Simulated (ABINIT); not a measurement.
**AlSi3 (Pm-3m): from the cell to the phonon bands**

How does AlSi3 (Pm-3m) vibrate, and is this structure a minimum?

Method: DFT PBE, scalar-relativistic, plane waves, PseudoDojo norm-conserving pseudopotentials, in ABINIT 10.8.3.

The structure was built from a prototype and need not be the compound's stable phase.

### 1. Starting point

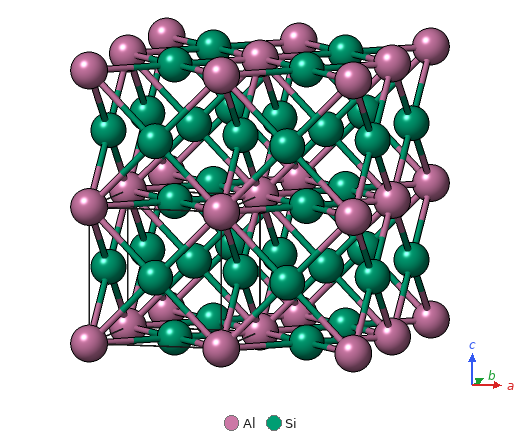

Start, viewed slightly off an axis; aluminium pink, silicon teal. 2×2×2 cells are drawn. Some periodic images of atoms are drawn too.

### 2. A first look

A first run with smearing and empty bands tells whether the crystal has a gap, which decides between fixed occupations and smearing later on.

The input, probe.abi:

```
# ground state
tolvrs 1.0d-08
prtden 1
prtwf 1

# basis, mesh and filling
ecut 16.0
ngkpt 6 6 6
nshiftk 1
shiftk 0.0 0.0 0.0
istwfk *1
occopt 7
tsmear 0.005
nband 14
nstep 100
diemac 9.0
prtebands 0
prtgsr 0
useylm 1

# cell and atoms
acell 7.358359184 7.358359184 7.358359184
rprim 
    1.0 0.0 0.0
    0.0 1.0 0.0
    0.0 0.0 1.0
ntypat 2
znucl 13 14
natom 4
typat 1 2 2 2
xred 
    0.0 0.0 0.0
    0.0 0.5 0.5
    0.5 0.0 0.5
    0.5 0.5 0.0
pp_dirpath "./pseudo"
pseudos "Al.upf, Si.upf"
```

Launch:

```bash
OMP_NUM_THREADS=1 mpirun -n 4 abinit probe.abi > probe.log
```

Numbers of over 12 decimals in the logs are rounded to 6 here.

probe.abo, the main output file:

```text
[banners, grids, parts of the stress and lines that vanish by symmetry left out]
- input  file    -> probe.abi
- output file    -> probe.abo
- root for input  files -> probei
[...]
Symmetries : space group Pm -3 m (#221); Bravais cP (primitive cubic)
[...]
mpw =        1233          nfft =       27000          nkpt =          20
[...]
== DATASET  1 ==================================================================
[...]
cutoff_energies: {ecut:  16.0, pawecutdg:  -1.0, }
[...]
ETOT  1  -14.946501303200    -1.495E+01 2.294E-02 2.380E+00
 ETOT  2  -14.954371151548    -7.870E-03 1.571E-02 5.720E-02
 ETOT  3  -14.954388104128    -1.695E-05 1.607E-03 1.702E-03
 ETOT  4  -14.954388594095    -4.900E-07 3.988E-04 7.855E-05
 ETOT  5  -14.954388618869    -2.477E-08 1.795E-04 6.070E-07
 ETOT  6  -14.954388619059    -1.905E-10 8.366E-05 5.613E-09
 At SCF step    6       vres2   =  5.61E-09 < tolvrs=  1.00E-08 =>converged.
[...]
sigma(1 1)= -1.62252823E-05  sigma(3 2)=  0.00000000E+00
  sigma(2 2)= -1.62252823E-05  sigma(3 1)=  0.00000000E+00
  sigma(3 3)= -1.62252823E-05  sigma(2 1)=  0.00000000E+00
[...]
convergence: {deltae: -1.905E-10, res2:  5.613E-09, residm:  8.366E-05, diffor: null, }
etotal    :  -1.49543886E+01
[...]
sigma(1 1)= -1.62252823E-05  sigma(3 2)=  0.00000000E+00
  sigma(2 2)= -1.62252823E-05  sigma(3 1)=  0.00000000E+00
  sigma(3 3)= -1.62252823E-05  sigma(2 1)=  0.00000000E+00
[...]
- sigma(1 1)= -4.77364286E-01  sigma(3 2)=  0.00000000E+00
- sigma(2 2)= -4.77364286E-01  sigma(3 1)=  0.00000000E+00
- sigma(3 3)= -4.77364286E-01  sigma(2 1)=  0.00000000E+00
[...]
fcart     -0.0000000000E+00 -0.0000000000E+00 -0.0000000000E+00
           strten     -1.6225282285E-05 -1.6225282285E-05 -1.6225282285E-05
================================================================================

[key lines of the parts left out:]
pressure_GPa:   4.7736E-01
```

Wall time 4.6 s (4 MPI ranks of Arm Neoverse V1, shared host); 18 s of CPU time.

Numbers from this step:

| Property | Result |
| --- | --- |
| volume per atom | 14.76 Å³ |
| pressure | 0.4774 GPa |
| gap on the k-mesh | 0 eV |

No gap opens on this mesh, so smearing is kept; the printed pressure holds the stress of the finite basis too.

### 3. Rough relaxation

The typed start is rough, so a first relaxation with smearing and loose thresholds takes it towards rest cheaply.

The input, prerelax.abi:

```
# relaxation
ionmov 2
optcell 2
dilatmx 1.15
chkdilatmx 0
ntime 40
tolmxf 3.0d-04
tolvrs 1.0d-10
prtwf 0
prtden 0
chksymtnons 0

# basis, mesh and filling
ecut 18.0
ecutsm 3.0
ngkpt 4 4 4
nshiftk 1
shiftk 0.0 0.0 0.0
istwfk *1
occopt 7
tsmear 0.005
nband 14
nstep 100
diemac 1000000.0
prtebands 0
prtgsr 0
useylm 1

# cell and atoms
acell 7.358359184 7.358359184 7.358359184
rprim 
    1.0 0.0 0.0
    0.0 1.0 0.0
    0.0 0.0 1.0
ntypat 2
znucl 13 14
natom 4
typat 1 2 2 2
xred 
    0.0 0.0 0.0
    0.0 0.5 0.5
    0.5 0.0 0.5
    0.5 0.5 0.0
pp_dirpath "./pseudo"
pseudos "Al.upf, Si.upf"
```

Launch:

```bash
OMP_NUM_THREADS=1 mpirun -n 4 abinit prerelax.abi > prerelax.log
```

prerelax.abo, the main output file:

```text
[banners, grids, parts of the stress and lines that vanish by symmetry left out]
- input  file    -> prerelax.abi
- output file    -> prerelax.abo
- root for input  files -> prerelaxi
[...]
Symmetries : space group Pm -3 m (#221); Bravais cP (primitive cubic)
[...]
mpw =        2272          nfft =       46656          nkpt =          10
[...]
== DATASET  1 ==================================================================
[...]
cutoff_energies: {ecut:  18.0, pawecutdg:  -1.0, }
[...]
ETOT  1  -14.957317648005    -1.496E+01 2.310E-02 3.238E+00
 ETOT  2  -14.964198798020    -6.881E-03 2.713E-03 1.303E-01
 ETOT  3  -14.964219429111    -2.063E-05 5.943E-04 1.091E-03
 ETOT  4  -14.964219598949    -1.698E-07 8.426E-04 1.428E-05
 ETOT  5  -14.964219601481    -2.532E-09 1.988E-04 1.076E-07
 ETOT  6  -14.964219601498    -1.745E-11 3.431E-04 1.269E-09
 ETOT  7  -14.964219601498    -7.816E-14 1.046E-04 6.655E-12
 At SCF step    7       vres2   =  6.66E-12 < tolvrs=  1.00E-10 =>converged.
[...]
sigma(1 1)= -2.12756710E-07  sigma(3 2)=  0.00000000E+00
  sigma(2 2)= -2.12756710E-07  sigma(3 1)=  0.00000000E+00
  sigma(3 3)= -2.12756710E-07  sigma(2 1)=  0.00000000E+00
[...]
convergence: {deltae: -7.816E-14, res2:  6.655E-12, residm:  1.046E-04, diffor: null, }
etotal    :  -1.49642196E+01
[...]
At Broyd/MD step   1, gradients are converged :
[...]
sigma(1 1)= -2.12756710E-07  sigma(3 2)=  0.00000000E+00
  sigma(2 2)= -2.12756710E-07  sigma(3 1)=  0.00000000E+00
  sigma(3 3)= -2.12756710E-07  sigma(2 1)=  0.00000000E+00
[...]
- sigma(1 1)= -6.25951851E-03  sigma(3 2)=  0.00000000E+00
- sigma(2 2)= -6.25951851E-03  sigma(3 1)=  0.00000000E+00
- sigma(3 3)= -6.25951851E-03  sigma(2 1)=  0.00000000E+00
[...]
fcart     -0.0000000000E+00 -0.0000000000E+00 -0.0000000000E+00
           strten     -2.1275670964E-07 -2.1275670964E-07 -2.1275670964E-07
================================================================================

[key lines of the parts left out:]
pressure_GPa:   6.2595E-03
Total energy (etotal) [Ha]= -1.49642196014983E+01
```

Elapsed: 4.7 s, on 4 MPI ranks.

Little changed from the start: no atom moved by 0.005 Å and no cell edge by 0.1 %.

Read from the output:

| Item | Value |
| --- | --- |
| pressure | 0.006260 GPa |

The volume changes by +0.0 % in this run and stands -0.0 % from the first cell.

### 4. Relaxation

The harmonic expansion needs vanishing forces, and a free crystal bears no stress, so cell and atoms are brought to rest. Stress is more sensitive to the basis than forces are: the last 3 Ha under the cutoff are smoothed with ecutsm, and the cutoff is raised above that of the later runs.

relax.abi, as its differences from prerelax.abi of step 3:

```diff
@@ -3,7 +3,6 @@
 optcell 2
-dilatmx 1.15
-chkdilatmx 0
+dilatmx 1.08
 ntime 40
-tolmxf 3.0d-04
-tolvrs 1.0d-10
+tolmxf 1.0d-05
+tolvrs 1.0d-14
 prtwf 0
@@ -13,5 +12,5 @@
 # basis, mesh and filling
-ecut 18.0
+ecut 21.0
 ecutsm 3.0
-ngkpt 4 4 4
+ngkpt 8 8 8
 nshiftk 1
@@ -20,3 +19,3 @@
 occopt 7
-tsmear 0.005
+tsmear 0.01
 nband 14
```

Launch:

```bash
OMP_NUM_THREADS=1 mpirun -n 4 abinit relax.abi > relax.log
```

relax.abo, the main output file:

```text
[banners, grids, parts of the stress and lines that vanish by symmetry left out]
- input  file    -> relax.abi
- output file    -> relax.abo
- root for input  files -> relaxi
[...]
Symmetries : space group Pm -3 m (#221); Bravais cP (primitive cubic)
[...]
mpw =        2325          nfft =       46656          nkpt =          35
[...]
== DATASET  1 ==================================================================
[...]
cutoff_energies: {ecut:  21.0, pawecutdg:  -1.0, }
[...]
ETOT  1  -14.951103066693    -1.495E+01 4.359E-02 3.721E+00
 ETOT  2  -14.959467568715    -8.365E-03 7.477E-03 1.521E-01
 ETOT  3  -14.959492988456    -2.542E-05 9.820E-04 1.655E-03
 ETOT  4  -14.959493253181    -2.647E-07 1.026E-03 2.471E-05
 ETOT  5  -14.959493257339    -4.158E-09 3.562E-04 2.562E-07
[...]
At SCF step    9       vres2   =  3.31E-16 < tolvrs=  1.00E-14 =>converged.
[...]
sigma(1 1)= -2.33363257E-05  sigma(3 2)=  0.00000000E+00
  sigma(2 2)= -2.33363257E-05  sigma(3 1)=  0.00000000E+00
  sigma(3 3)= -2.33363257E-05  sigma(2 1)=  0.00000000E+00
[...]
convergence: {deltae: -1.741E-13, res2:  3.305E-16, residm:  1.145E-04, diffor: null, }
etotal    :  -1.49594933E+01
[...]
ETOT  1  -14.959509765995    -1.496E+01 6.701E-05 2.565E-03
[...]
At SCF step    7       vres2   =  2.02E-16 < tolvrs=  1.00E-14 =>converged.
[...]
sigma(1 1)= -1.71630553E-05  sigma(3 2)=  0.00000000E+00
  sigma(2 2)= -1.71630553E-05  sigma(3 1)=  0.00000000E+00
  sigma(3 3)= -1.71630553E-05  sigma(2 1)=  0.00000000E+00
[...]
convergence: {deltae:  1.243E-14, res2:  2.017E-16, residm:  4.229E-05, diffor: null, }
etotal    :  -1.49595102E+01
[...]
ETOT  1  -14.959526991851    -1.496E+01 3.186E-05 2.028E-02
[...]
At SCF step    7       vres2   =  1.72E-15 < tolvrs=  1.00E-14 =>converged.
[...]
sigma(1 1)= -1.83103950E-07  sigma(3 2)=  0.00000000E+00
  sigma(2 2)= -1.83103950E-07  sigma(3 1)=  0.00000000E+00
  sigma(3 3)= -1.83103950E-07  sigma(2 1)=  0.00000000E+00
[...]
convergence: {deltae: -7.105E-14, res2:  1.716E-15, residm:  8.971E-06, diffor: null, }
etotal    :  -1.49595305E+01
[...]
ETOT  1  -14.959530513963    -1.496E+01 7.009E-06 2.376E-06
[...]
ETOT  4  -14.959530514376     1.599E-14 4.205E-06 1.598E-12
 ETOT  5  -14.959530514376    -1.119E-13 3.239E-06 2.713E-15
 At SCF step    5       vres2   =  2.71E-15 < tolvrs=  1.00E-14 =>converged.
[...]
sigma(1 1)= -1.47992577E-09  sigma(3 2)=  0.00000000E+00
  sigma(2 2)= -1.47992578E-09  sigma(3 1)=  0.00000000E+00
  sigma(3 3)= -1.47992578E-09  sigma(2 1)=  0.00000000E+00
[...]
convergence: {deltae: -1.119E-13, res2:  2.713E-15, residm:  3.239E-06, diffor: null, }
etotal    :  -1.49595305E+01
[...]
At Broyd/MD step   4, gradients are converged :
[...]
sigma(1 1)= -1.47992577E-09  sigma(3 2)=  0.00000000E+00
  sigma(2 2)= -1.47992578E-09  sigma(3 1)=  0.00000000E+00
  sigma(3 3)= -1.47992578E-09  sigma(2 1)=  0.00000000E+00
[...]
- sigma(1 1)= -4.35409195E-05  sigma(3 2)=  0.00000000E+00
- sigma(2 2)= -4.35409196E-05  sigma(3 1)=  0.00000000E+00
- sigma(3 3)= -4.35409196E-05  sigma(2 1)=  0.00000000E+00
[...]
fcart     -0.0000000000E+00 -0.0000000000E+00 -0.0000000000E+00
           strten     -1.4799257744E-09 -1.4799257752E-09 -1.4799257770E-09
================================================================================

[key lines of the parts left out:]
pressure_GPa:   4.3541E-05
Total energy (etotal) [Ha]= -1.49595305143757E+01
```

Run time: 33 s. Hardware: 4 MPI ranks; 2.2 min of CPU time.

Step by step:

```csv
step,energy less that of the first step (eV),largest force (eV/Å),volume (Å³)
1,0.0000,0.0000,59.04
2,-0.0005,0.0000,59.16
3,-0.0010,0.0000,59.51
4,-0.0010,0.0000,59.52
```

```csv
"conventional cell, symmetrised",before,after,change
a (Å),3.894,3.904,+0.3 %
b (Å),3.894,3.904,+0.3 %
c (Å),3.894,3.904,+0.3 %
volume (Å³/atom),14.76,14.88,+0.8 %
```

The relaxed structure:

```xyz
4
Lattice="3.9043 0.0000 0.0000 0.0000 3.9043 0.0000 0.0000 0.0000 3.9043" Properties=species:S:1:pos:R:3 pbc="T T T"
Al    0.0000    0.0000    0.0000
Si    0.0000    1.9522    1.9522
Si    1.9522    0.0000    1.9522
Si    1.9522    1.9522    0.0000
```

Numbers from this step:

* volume per atom: 14.88 Å³
* pressure: 4.35e-5 GPa

The volume changes by +0.8 % in this run and stands +0.8 % from the first cell.

### 5. Self-consistent run for the response

First-order wavefunctions inherit every error of the ground state, hence the very tight tolvrs. Smearing stays on, as the first look found no gap above 0.3 eV.

The input, gs.abi:

```
# ground state
tolvrs 1.0d-16
prtden 1
prtwf 1

# basis, mesh and filling
ecut 16.0
ngkpt 8 8 8
nshiftk 1
shiftk 0.0 0.0 0.0
istwfk *1
occopt 7
tsmear 0.01
nband 14
nstep 100
diemac 1000000.0
prtebands 0
prtgsr 0
useylm 1

# cell and atoms
acell 7.378104105 7.378104105 7.378104105
rprim 
    1.0 0.0 0.0
    0.0 1.0 0.0
    0.0 0.0 1.0
ntypat 2
znucl 13 14
natom 4
typat 1 2 2 2
xred 
    0.0 0.0 0.0
    0.0 0.5 0.5
    0.5 0.0 0.5
    0.5 0.5 0.0
pp_dirpath "./pseudo"
pseudos "Al.upf, Si.upf"
```

Launch:

```bash
OMP_NUM_THREADS=1 mpirun -n 4 abinit gs.abi > gs.log
```

gs.abo, the main output file:

```text
[banners, grids, parts of the stress and lines that vanish by symmetry left out]
- input  file    -> gs.abi
- output file    -> gs.abo
- root for input  files -> gsi
[...]
Symmetries : space group Pm -3 m (#221); Bravais cP (primitive cubic)
[...]
mpw =        1245          nfft =       27000          nkpt =          35
[...]
== DATASET  1 ==================================================================
[...]
cutoff_energies: {ecut:  16.0, pawecutdg:  -1.0, }
[...]
ETOT  1  -14.951568807760    -1.495E+01 3.817E-02 2.280E+00
 ETOT  2  -14.959193594726    -7.625E-03 1.206E-02 7.912E-02
 ETOT  3  -14.959217233452    -2.364E-05 1.684E-03 1.374E-03
 ETOT  4  -14.959217641004    -4.076E-07 7.702E-04 1.230E-05
 ETOT  5  -14.959217644264    -3.261E-09 4.007E-04 1.284E-07
 ETOT  6  -14.959217644302    -3.800E-11 1.389E-04 1.279E-09
 ETOT  7  -14.959217644303    -4.832E-13 1.136E-04 2.830E-12
 ETOT  8  -14.959217644303     2.665E-14 7.842E-05 2.514E-14
 ETOT  9  -14.959217644303     1.279E-13 6.205E-05 4.498E-17
 At SCF step    9       vres2   =  4.50E-17 < tolvrs=  1.00E-16 =>converged.
[...]
sigma(1 1)=  4.33958536E-06  sigma(3 2)=  0.00000000E+00
  sigma(2 2)=  4.33958536E-06  sigma(3 1)=  0.00000000E+00
  sigma(3 3)=  4.33958536E-06  sigma(2 1)=  0.00000000E+00
[...]
convergence: {deltae:  1.279E-13, res2:  4.498E-17, residm:  6.205E-05, diffor: null, }
etotal    :  -1.49592176E+01
[...]
sigma(1 1)=  4.33958536E-06  sigma(3 2)=  0.00000000E+00
  sigma(2 2)=  4.33958536E-06  sigma(3 1)=  0.00000000E+00
  sigma(3 3)=  4.33958536E-06  sigma(2 1)=  0.00000000E+00
[...]
- sigma(1 1)=  1.27675009E-01  sigma(3 2)=  0.00000000E+00
- sigma(2 2)=  1.27675009E-01  sigma(3 1)=  0.00000000E+00
- sigma(3 3)=  1.27675009E-01  sigma(2 1)=  0.00000000E+00
[...]
fcart     -0.0000000000E+00 -0.0000000000E+00 -0.0000000000E+00
           strten      4.3395853572E-06  4.3395853572E-06  4.3395853572E-06
================================================================================

[key lines of the parts left out:]
pressure_GPa:  -1.2768E-01
```

The job ended after 8 s (4 MPI ranks; 32 s of CPU time).

Numbers from this step:

| Item | Value |
| --- | --- |
| pressure | -0.1277 GPa |

The cell stands at -0.13 GPa: the relaxation ran with a smoothed and higher cutoff, and the difference is a stress of the finite basis.

(Part 1 of 5 ends here.)

[Host names and launcher messages were left out of these logs when they were recorded.]

[Logs are printed without paths, hosts, clocks, repeated set-up lines and the standing remarks that a program may print on its own settings, such as how far it seeks lower states.]

[Hosts, paths, dates, database ids (printed as entryN), source tags and the programs' standing remarks are cut or masked in the printed files.]
